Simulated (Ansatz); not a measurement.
# Compressing and expanding random rock-salt alloy of NbC and TiC (64 atoms): runs compared

Aim: relax random rock-salt alloy of NbC and TiC (64 atoms), then change its volume to read the bulk modulus from the stress.

Computed with Ansatz 0.2.0: Kohn-Sham DFT, revPBE, PAW (set soft_1), plane waves.

## Step 1: The cell as built

The cell holds 64 atoms: 28 Nb, 32 C and 4 Ti. Cell: a = 8.905 Å, b = 8.905 Å, c = 8.905 Å, α = 90.0°, β = 90.0°, γ = 90.0°. It derives from NbC (rock-salt) and TiC, repeated 2×2×2. Rock-salt NbC, 2 x 2 x 2 conventional cells, 4 of 32 Nb sites given to Ti at random (x = 0.125), lattice by Vegard's rule (a = 4.452 Å); not relaxed, displaced by a Gaussian of 0.02 Å.

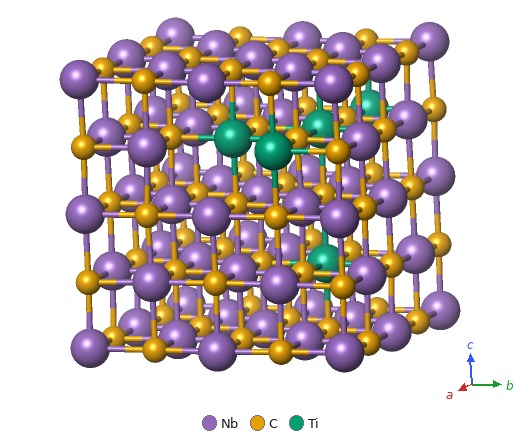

The cell as built. Some periodic images of atoms are drawn too.

## Step 2: The reference run

The reference is a single point at the end of the relaxation.

Every strained cell starts from the geometry of this run, and its atoms are relaxed with the cell held.

Its input, with most atom lines left out:

```yaml
crystal:
  lattice:
    - [8.97438, 0.0048, -0.00026]
    - [0.0048, 8.97003, 0.00075]
    - [-0.00026, 0.00075, 8.96945]
  atoms:
    - { symbol: Nb, position: [0.00517, 0.00274, 0.9992] }
    - { symbol: C, position: [0.25028, 0.99946, 0.99961] }
    - { symbol: Nb, position: [0.00021, 0.24965, 0.24505] }
    - { symbol: C, position: [0.25085, 0.2501, 0.25001] }
    - { symbol: Nb, position: [0.25162, 0.99944, 0.24528] }
    - { symbol: C, position: [0.00063, 0.99906, 0.25027] }
    - { symbol: Nb, position: [0.24557, 0.24549, 0.00043] }
    [... atom lines 8 to 64 left out ...]
kpoints:
  mp_grid: { grid: [2, 2, 2] }
hamiltonian:
  xc: revpbe
  pseudopotentials: { kind: paw, azcp: { folder: soft_1 } }
scf:
  occupations: { method: fermi_dirac, width: 0.025 }
output:
  forces: true
  stress: true
  populations: true
  dos:
    method: { smearing: { sigma: 0.1 } }
    de: 0.1
    projected: { site_lists: { C: [C], Nb: [Nb], Ti: [Ti] } }
  eigenvalues: true
  write_density: true
  write_potential: true
  volumetric_format: npy
```

| Property | Result |
| --- | --- |
| free energy per atom | -2276.6944 eV/atom |
| r.m.s. force component | 0.00137 eV/Å |
| pressure | 0.02088 GPa |

16 levels are partly filled, by over 2 % (on the run's k-points): at this level the cell shows no clear gap.

## Step 3: The runs

Each row is one run, on 8 threads of AMD EPYC 9B14 (Zen 4), shared host. The free energy is the program's total, comparable only between runs with the same functional, potentials and atoms.

```tsv
run	atoms	outcome	ionic steps, all passes	free energy (eV)	time	host memory (GiB)
Single point at the start	64	converged	-	-145707.312	16 s	8.0
Cell and atoms relaxed	64	converged	23	-145708.444	4.5 min	8.2
Single point at the relaxed geometry	64	converged	-	-145708.444	29 s	8.1
Volume -3 %	64	converged	2	-145707.833	31 s	7.8
Volume +3 %	64	converged	2	-145707.901	33 s	8.3
Volume -6 %	64	converged	3	-145705.875	43 s	7.7
Volume +6 %	64	converged	3	-145706.374	49 s	8.6
Volume -10 %	64	converged	8	-145700.773	1.7 min	7.5
```

In some runs the program notes that the SCF threshold is loose for the stress.

## Step 4: Pressure against volume

Atoms are relaxed at each volume, in the scaled cell.

```tsv
volume change (%)	volume (Å³/atom)	energy change (meV/atom)	pressure (GPa)	largest move on relaxing (Å)	bonds
-10	10.154	119.87	37.29	0.03	192
-6	10.605	40.14	20.03	0.01	192
-3	10.943	9.54	9.25	0.00	192
+0	11.282	0.00	0.02	-	192
+3	11.620	8.48	-7.86	0.01	192
+6	11.959	32.34	-14.57	0.01	192
```

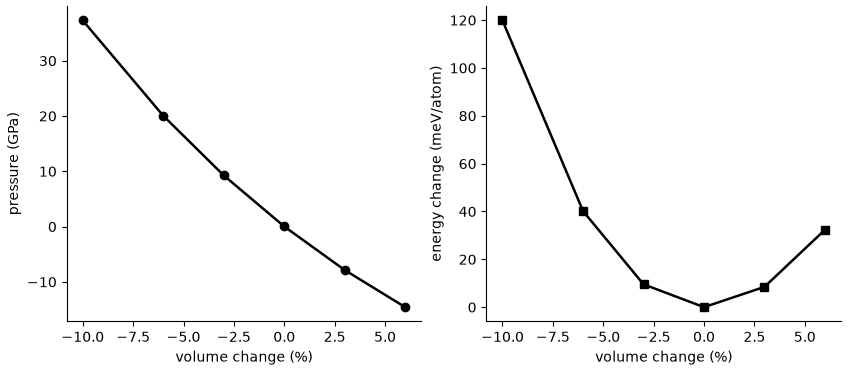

Pressure and energy against volume.

## Step 5: What came out

The bulk modulus, from the slope of pressure against ln V over the three points nearest the relaxed volume, is 285 GPa; a quadratic over all points gives a pressure derivative of about 4.5.

**Limits.** Strains are finite and relaxations stop at the force tolerance of the input, which can leave moduli too stiff; they are those of a static cell at zero temperature. Volumes are changed with the cell's shape held, so in an anisotropic solid the modulus lies over the one under free hydrostatic load. The program notes that the SCF threshold of the relaxations is loose for the stress. The host structure and its lattice constant were typed by rule, without a check against the phase diagram.

The DFT runs together took 9.6 min of wall time.

[Logs are printed without paths, hosts, clocks, repeated set-up lines and the standing remarks that a program may print on its own settings, such as how far it seeks lower states.]

[Hosts, paths, dates, database ids (printed as entryN), source tags and the programs' standing remarks are cut or masked in the printed files.]
